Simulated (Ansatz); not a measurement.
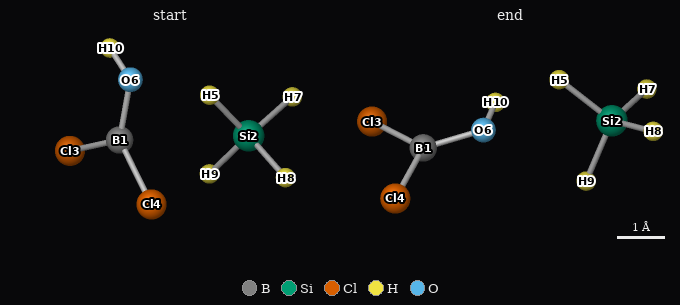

The structure of BSiH$_{5}$OCl$_{2}$ before (left) and after (right) a relaxation, at one scale.

A ball-and-stick model, seen at a tilt.

The run prepares an end point of a later path (reaction) calculation, from a guessed geometry.

The calculation used Ansatz, RKS B3LYP/6-31G*. Set-up: no spin polarisation; force threshold 0.03 eV/Å; at most 50 steps.

**What changed between the two?**

The relaxation stopped without meeting its thresholds, so the last structure isn't shown to be converged. It used up its limit of 50 steps. Cl4 moves most after the best rigid fit: 2.24 Å. By element the largest moves are Cl 2.24 Å, H 1.53 Å, O 1.12 Å, B 0.93 Å, Si 0.70 Å. Some distances before and after: B1–O6 1.417 → 1.344 Å, Si2–H5 1.444 → 1.492 Å, Si2–H7 1.494 → 1.485 Å, B1–Cl3 1.774 → 1.781 Å. Among the angles between lasting bonds that change: B1–O6–H10 110.6° → 113.6°. After 43 accepted moves (49 points after the start) the energy has fallen by 39.4 kJ/mol. The largest force component goes from 2.3 to 0.037 eV/Å. The line search rejected the trial steps at points 13, 19, 21, 27, 38, 46 of the run. The forces were under the threshold at step 7, but the run went on from there. The run took 53 s on 2 threads of AMD EPYC 9R45 96-Core Processor (Zen 5), on a shared host, peak memory 0.26 GiB.

Limits of the set-up: the start holds two separate molecules, 2.3 Å apart at their closest, whose relative position is a soft coordinate and is computed without a dispersion correction.
